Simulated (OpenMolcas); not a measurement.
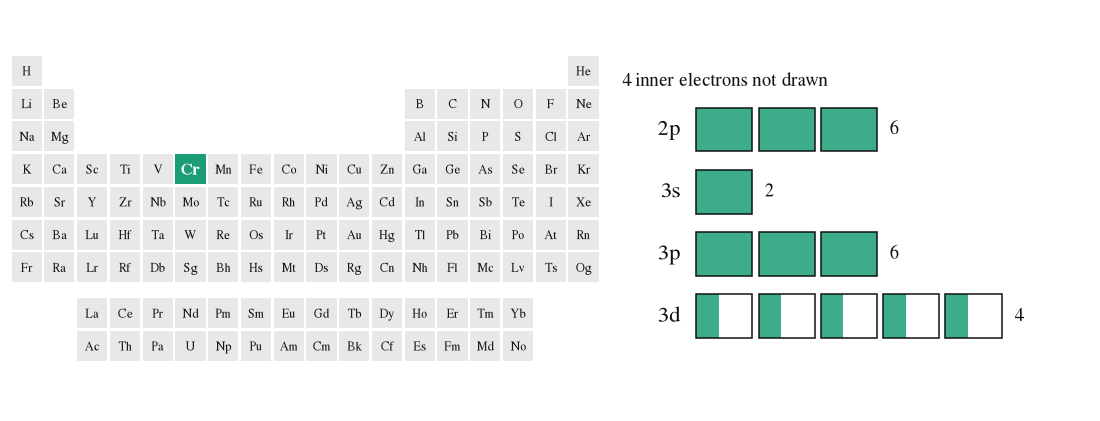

Figure 1. Left, the place of chromium in the periodic table; right, the outer shells of the leading configuration of the lowest level: a box for each of the 2l + 1 orbitals, shaded by the share of the shell that is filled, with the electron count at the right.

**Cr²⁺ complex: multiconfigurational calculation (part 1 of 2)**

Cr²⁺ with 6 ligands (Cl; octahedron, 2.45 Å), neutralised by 6 outer point charges of +0.67 e, whose field is part of the energies. Computed at this level: state-averaged CASSCF, active space 4 electrons in the shell 3d, basis ANO-RCC-VTZP on the metal and ANO-RCC-VDZP on the ligands, DKH2 scalar Hamiltonian, spin-orbit coupling by RASSI with atomic mean-field integrals (OpenMolcas).

### Input
```
&GATEWAY
Coord
7

Cr 0.0 0.0 0.0
Cl 2.450000 0.000000 0.000000
Cl 0.000000 2.450000 0.000000
Cl -2.450000 0.000000 0.000000
Cl 0.000000 -2.450000 0.000000
Cl 0.000000 0.000000 2.450000
Cl 0.000000 0.000000 -2.450000
Basis=Cr.ANO-RCC-VTZP,Cl.ANO-RCC-VDZP
Group=XYZ
NoMove
AngMom=0.0 0.0 0.0
AMFI
RICD
XField
3 Angstrom 0
5.050000 0.000000 0.000000 0.666667
0.000000 5.050000 0.000000 0.666667
0.000000 0.000000 5.050000 0.666667
&SEWARD
&RASSCF
FileOrb=start.orb
Symmetry=1
Spin=5
nActEl=4 0 0
Inactive=30 33
Ras2=5 0
CIRoot=5 5 1
SDav=5
CIMx=300
Iter=150 100
PrWF=0.3
OrbListing=Nothing
MaxOrb=0
LevShft=1.0
>>> COPY $Project.JobIph JOB001
&RASSCF
FileOrb=start.orb
Symmetry=1
Spin=3
nActEl=4 0 0
Inactive=30 33
Ras2=5 0
CIRoot=45 45 1
SDav=45
CIMx=300
Iter=150 100
PrWF=0.3
OrbListing=Nothing
MaxOrb=0
LevShft=1.0
>>> COPY $Project.JobIph JOB002
&RASSCF
FileOrb=start.orb
Symmetry=1
Spin=1
nActEl=4 0 0
Inactive=30 33
Ras2=5 0
CIRoot=50 50 1
SDav=50
CIMx=300
Iter=150 100
PrWF=0.3
OrbListing=Nothing
MaxOrb=0
LevShft=1.0
>>> COPY $Project.JobIph JOB003
&RASSI
NrOfJobIphs=3 5 45 50
1 2 3 4 5
1 2 3 4 5 6 7 8 9 10 11 12 13 14 15 16 17 18 19 20 21 22 23 24 25 26 27
28 29 30 31 32 33 34 35 36 37 38 39 40 41 42 43 44 45
1 2 3 4 5 6 7 8 9 10 11 12 13 14 15 16 17 18 19 20 21 22 23 24 25 26 27
28 29 30 31 32 33 34 35 36 37 38 39 40 41 42 43 44 45 46 47 48 49 50
IphNames
JOB001
JOB002
JOB003
EJob
SpinOrbit
DIPRint=1.0
SOCoupling=1000.0
Subsets=2
Property=9
'ANGMOM' 1 'ANGMOM' 2 'ANGMOM' 3 'MLTPL  1' 1 'MLTPL  1' 2 'MLTPL  1' 3
'AMFI' 1 'AMFI' 2 'AMFI' 3
SOProperty=3
'ANGMOM' 1 'ANGMOM' 2 'ANGMOM' 3
```

The file start.orb holds starting orbitals from an earlier step. A driver script formed the levels outside the program, from RASSI's spin-orbit matrix and the active-space energies, averaged over the components of each term or state.

Command:
```bash
OMP_NUM_THREADS=1 MOLCAS_MEM=2457 MOLCAS_PROJECT=a pymolcas a.inp > a.log  # once for each step of the input, in one work folder
```

### Output (extracts)
```
--- SEWARD ---
Basis set label: CR.ANO-RCC...6S5P3D2F1G.

      Electronic valence basis set:
      ------------------
      Associated Effective Charge  24.000000 au
      Associated Actual Charge     24.000000 au
      Nuclear Model: Point charge

      Shell  nPrim  nBasis  Cartesian Spherical Contaminant
         s      21       6        X
         p      15       5        X
         d      10       3                 X
         f       6       2                 X
         g       4       1                 X
                  Relativistic Douglas-Kroll-Hess integrals:
                    - DKH order of Hamiltonian: 2
                    - DKH order of Properties : 0
                  Atomic mean-field integrals
--- RASSCF ---
Wave function specifications:
      -----------------------------

      Number of closed shell electrons         126
      Number of electrons in active shells       4
      Max number of holes in RAS1 space          0
      Max nr of electrons in RAS3 space          0
      Number of inactive orbitals               63
      Number of active orbitals                  5
      Number of secondary orbitals              99
      Spin quantum number                      2.0
      State symmetry                             1
Orbital specifications:
      -----------------------

      Symmetry species                           1   2
                                                ag  au
      Frozen orbitals                            0   0
      Inactive orbitals                         30  33
      Active orbitals                            5   0
      RAS1 orbitals                              0   0
      RAS2 orbitals                              5   0
      RAS3 orbitals                              0   0
      Secondary orbitals                        49  50
      Deleted orbitals                           0   0
      Number of basis functions                 84  83
      Number of CSFs                             5
      Number of root(s) required                 5
      Iter CI   SX   CI       RASSCF       Energy    max ROT     max BLB   max BLB  Level Ln srch  Step   QN
          iter iter root      energy       change     param      element    value   shift minimum  type update
 Nr of preliminary CI iterations:   1
      Total energies have been shifted. Add                -3000.00 au
        1   1   14    0  -816.36647425    0.00E+00  -6.20E-02   17  68 1 -1.45E-01*  0.79   0.00    SX    NO
        2   1   15    0  -816.69753954   -3.31E-01* -2.78E-02   33  56 2 -6.44E-02*  0.73   0.00    SX    NO
        3   1   14    0  -816.75059282   -5.31E-02* -1.31E-02   33  56 2 -3.16E-02*  0.74   0.00    SX    NO
        4   1   13    0  -816.75968331   -9.09E-03* -6.58E-03   33  56 2 -1.89E-02*  0.75   0.00    SX    NO
        5   1   12    0  -816.76233475   -2.65E-03*  8.89E-03   33  56 2 -1.19E-02*  0.75   2.45    LS   YES
        6   1   12    0  -816.76376531   -1.43E-03*  2.25E-03    4  44 2 -7.61E-03*  0.75   1.08    QN   YES
        7   1   11    0  -816.76404318   -2.78E-04*  1.49E-03   11  34 2 -2.34E-03*  0.75   1.67    LS   YES
        8   1   11    0  -816.76409661   -5.34E-05* -1.27E-03    6  46 2  5.04E-03*  0.75   1.01    QN   YES
        9   1   10    0  -816.76415501   -5.84E-05*  5.53E-04   18  66 2 -8.01E-04*  0.75   1.18    QN   YES
       10   1    9    0  -816.76416331   -8.30E-06* -2.14E-04   35  41 1  2.75E-04*  0.75   1.31    QN   YES
       11   1    8    0  -816.76416453   -1.22E-06*  6.30E-05   27  75 2  1.10E-04*  0.75   1.22    QN   YES
       12   1    7    0  -816.76416471   -1.75E-07*  2.28E-05   27  75 2  5.23E-05   0.75   1.31    QN   YES
       13   1    7    0  -816.76416475   -4.10E-08*  1.13E-05   33  39 1 -1.87E-05   0.75   1.19    QN   YES
       14   1    6    0  -816.76416475   -5.05E-09   6.29E-06   27  75 2 -7.87E-06   0.75   1.38    QN   YES
      Convergence after 14 iterations
       15   1    6    0  -816.76416475   -9.91E-10   6.29E-06   27  75 2 -3.52E-06   0.75   1.38    QN   YES
      Natural orbitals and occupation numbers for root  1
      sym 1:   1.000000   1.000000   0.000000   1.000000   1.000000
      Natural orbitals and occupation numbers for root  2
      sym 1:   1.000000   1.000000  -0.000000   1.000000   1.000000
      Natural orbitals and occupation numbers for root  3
      sym 1:  -0.000000   1.000000   1.000000   1.000000   1.000000
::    RASSCF root number  1 Total energy:  -3816.78131283
::    RASSCF root number  2 Total energy:  -3816.78131283
::    RASSCF root number  3 Total energy:  -3816.75273271
::    RASSCF root number  4 Total energy:  -3816.75273270
::    RASSCF root number  5 Total energy:  -3816.75273270
--- RASSCF ---
Wave function specifications:
      -----------------------------

      Number of closed shell electrons         126
      Number of electrons in active shells       4
      Max number of holes in RAS1 space          0
      Max nr of electrons in RAS3 space          0
      Number of inactive orbitals               63
      Number of active orbitals                  5
      Number of secondary orbitals              99
      Spin quantum number                      1.0
      State symmetry                             1
Orbital specifications:
      -----------------------

      Symmetry species                           1   2
                                                ag  au
      Frozen orbitals                            0   0
      Inactive orbitals                         30  33
      Active orbitals                            5   0
      RAS1 orbitals                              0   0
      RAS2 orbitals                              5   0
      RAS3 orbitals                              0   0
      Secondary orbitals                        49  50
      Deleted orbitals                           0   0
      Number of basis functions                 84  83
      Number of CSFs                            45
      Number of root(s) required                45
      Iter CI   SX   CI       RASSCF       Energy    max ROT     max BLB   max BLB  Level Ln srch  Step   QN
          iter iter root      energy       change     param      element    value   shift minimum  type update
 Nr of preliminary CI iterations:   1
      Total energies have been shifted. Add                -3000.00 au
        1   1   12    0  -816.63148979    0.00E+00  -1.31E-02   32  38 1 -1.70E-02*  0.76   0.00    SX    NO
        2   1   12    0  -816.63315965   -1.67E-03* -4.77E-03   20  46 2 -1.18E-02*  0.74   0.00    SX    NO
        3   1   11    0  -816.63354133   -3.82E-04*  2.48E-03   24  33 1  3.62E-03*  0.74   0.00    SX    NO
        4   1   11    0  -816.63364760   -1.06E-04*  1.63E-03   24  33 1  2.38E-03*  0.74   0.00    SX    NO
        5   1   10    0  -816.63368006   -3.25E-05*  1.95E-03   24  33 1  1.34E-03*  0.74   2.21    LS   YES
        6   1   10    0  -816.63369397   -1.39E-05*  3.25E-04   20  46 2  1.29E-03*  0.74   1.01    QN   YES
        7   1    9    0  -816.63369535   -1.38E-06* -8.44E-05   21  45 2 -1.85E-04*  0.74   0.87    QN   YES
        8   1    8    0  -816.63369558   -2.28E-07* -6.50E-05   24  75 1  5.36E-05   0.74   1.28    QN   YES
        9   1    7    0  -816.63369564   -6.39E-08*  1.21E-05   24  75 1  1.83E-05   0.74   1.10    QN   YES
       10   1    6    0  -816.63369565   -4.88E-09   1.03E-05   32  38 1 -7.71E-06   0.74   1.59    QN   YES
      Convergence after 10 iterations
       11   1    6    0  -816.63369565   -1.50E-09   1.03E-05   22  42 1 -4.15E-06   0.74   1.59    QN   YES
      Natural orbitals and occupation numbers for root  1
      sym 1:   0.999909   1.829971   0.039856   0.999926   0.130339
      Natural orbitals and occupation numbers for root  2
      sym 1:   0.999926   0.999908   0.039855   1.829970   0.130340
      Natural orbitals and occupation numbers for root  3
      sym 1:   1.829961   0.999917   0.130347   0.999920   0.039855
::    RASSCF root number  1 Total energy:  -3816.71253001
::    RASSCF root number  2 Total energy:  -3816.71253001
::    RASSCF root number  3 Total energy:  -3816.71253001
::    RASSCF root number  4 Total energy:  -3816.69312707
::    RASSCF root number  5 Total energy:  -3816.69312707
::    RASSCF root number  6 Total energy:  -3816.68802517
::    RASSCF root number  7 Total energy:  -3816.68802517
::    RASSCF root number  8 Total energy:  -3816.68802517
::    RASSCF root number  9 Total energy:  -3816.68567064
::    RASSCF root number 10 Total energy:  -3816.68567064
::    RASSCF root number 11 Total energy:  -3816.68567064
::    RASSCF root number 12 Total energy:  -3816.67836052
::    RASSCF root number 13 Total energy:  -3816.67384662
::    RASSCF root number 14 Total energy:  -3816.66459019
::    RASSCF root number 15 Total energy:  -3816.66459019
::    RASSCF root number 16 Total energy:  -3816.66459019
::    RASSCF root number 17 Total energy:  -3816.66210877
::    RASSCF root number 18 Total energy:  -3816.66210877
::    RASSCF root number 19 Total energy:  -3816.66013785
::    RASSCF root number 20 Total energy:  -3816.66013785
::    RASSCF root number 21 Total energy:  -3816.66013785
::    RASSCF root number 22 Total energy:  -3816.65474759
::    RASSCF root number 23 Total energy:  -3816.65474759
::    RASSCF root number 24 Total energy:  -3816.65474759
::    RASSCF root number 25 Total energy:  -3816.63814757
::    RASSCF root number 26 Total energy:  -3816.63814757
::    RASSCF root number 27 Total energy:  -3816.63814757
::    RASSCF root number 28 Total energy:  -3816.63574539
::    RASSCF root number 29 Total energy:  -3816.63574539
::    RASSCF root number 30 Total energy:  -3816.63574539
--- RASSCF ---
Wave function specifications:
      -----------------------------

      Number of closed shell electrons         126
      Number of electrons in active shells       4
      Max number of holes in RAS1 space          0
      Max nr of electrons in RAS3 space          0
      Number of inactive orbitals               63
      Number of active orbitals                  5
      Number of secondary orbitals              99
      Spin quantum number                      0.0
      State symmetry                             1
Orbital specifications:
      -----------------------

      Symmetry species                           1   2
                                                ag  au
      Frozen orbitals                            0   0
      Inactive orbitals                         30  33
      Active orbitals                            5   0
      RAS1 orbitals                              0   0
      RAS2 orbitals                              5   0
      RAS3 orbitals                              0   0
      Secondary orbitals                        49  50
      Deleted orbitals                           0   0
      Number of basis functions                 84  83
      Number of CSFs                            50
      Number of root(s) required                50
      Iter CI   SX   CI       RASSCF       Energy    max ROT     max BLB   max BLB  Level Ln srch  Step   QN
          iter iter root      energy       change     param      element    value   shift minimum  type update
 Nr of preliminary CI iterations:   1
      Total energies have been shifted. Add                -3000.00 au
        1   1   12    0  -816.56959640    0.00E+00  -5.76E-03   33  39 1 -7.92E-03*  0.74   0.00    SX    NO
        2   1   11    0  -816.57003394   -4.38E-04* -2.66E-03   19  46 2 -5.91E-03*  0.73   0.00    SX    NO
        3   1   11    0  -816.57014192   -1.08E-04*  1.40E-03   23  33 1  2.00E-03*  0.73   0.00    SX    NO
        4   1   10    0  -816.57017415   -3.22E-05* -9.46E-04   23  33 1  1.35E-03*  0.73   0.00    SX    NO
        5   1   10    0  -816.57018458   -1.04E-05* -1.17E-03   23  33 1  7.74E-04*  0.73   2.24    LS   YES
        6   1    9    0  -816.57018936   -4.78E-06*  1.96E-04   19  46 2  7.68E-04*  0.73   1.03    QN   YES
        7   1    8    0  -816.57018987   -5.13E-07* -5.67E-05   19  46 2 -1.28E-04*  0.73   0.84    QN   YES
        8   1    7    0  -816.57018996   -8.68E-08* -3.29E-05   23  75 1  2.79E-05   0.73   1.17    QN   YES
        9   1    6    0  -816.57018998   -1.95E-08* -8.60E-06   19  46 2  1.32E-05   0.73   1.13    QN   YES
       10   1    6    0  -816.57018998   -1.94E-09   4.11E-06   33  39 1 -5.24E-06   0.73   1.39    QN   YES
      Convergence after 10 iterations
       11   1    6    0  -816.57018998   -4.01E-10   4.11E-06   22  42 1 -2.88E-06   0.73   1.39    QN   YES
      Natural orbitals and occupation numbers for root  1
      sym 1:   0.995243   1.765654   0.116219   0.994978   0.127906
      Natural orbitals and occupation numbers for root  2
      sym 1:   0.991685   0.998416   0.127318   1.768178   0.114402
      Natural orbitals and occupation numbers for root  3
      sym 1:   1.768143   0.997748   0.127332   0.992352   0.114426
::    RASSCF root number  1 Total energy:  -3816.66884344
::    RASSCF root number  2 Total energy:  -3816.66884344
::    RASSCF root number  3 Total energy:  -3816.66884344
::    RASSCF root number  4 Total energy:  -3816.66613659
::    RASSCF root number  5 Total energy:  -3816.66613659
::    RASSCF root number  6 Total energy:  -3816.65065660
::    RASSCF root number  7 Total energy:  -3816.64959559
::    RASSCF root number  8 Total energy:  -3816.64811876
::    RASSCF root number  9 Total energy:  -3816.64811876
::    RASSCF root number 10 Total energy:  -3816.64811876
::    RASSCF root number 11 Total energy:  -3816.64262735
::    RASSCF root number 12 Total energy:  -3816.64262735
::    RASSCF root number 13 Total energy:  -3816.64262735
::    RASSCF root number 14 Total energy:  -3816.62528820
::    RASSCF root number 15 Total energy:  -3816.62528820
::    RASSCF root number 16 Total energy:  -3816.62325075
::    RASSCF root number 17 Total energy:  -3816.62325075
::    RASSCF root number 18 Total energy:  -3816.62325075
::    RASSCF root number 19 Total energy:  -3816.61143322
::    RASSCF root number 20 Total energy:  -3816.61143322
::    RASSCF root number 21 Total energy:  -3816.61100488
::    RASSCF root number 22 Total energy:  -3816.59918829
::    RASSCF root number 23 Total energy:  -3816.59918829
::    RASSCF root number 24 Total energy:  -3816.59918829
::    RASSCF root number 25 Total energy:  -3816.58645546
::    RASSCF root number 26 Total energy:  -3816.58645546
::    RASSCF root number 27 Total energy:  -3816.58645546
::    RASSCF root number 28 Total energy:  -3816.57520835
::    RASSCF root number 29 Total energy:  -3816.57227506
::    RASSCF root number 30 Total energy:  -3816.57227506
```

(Continued in part 2.) Outcome of the run: converged.
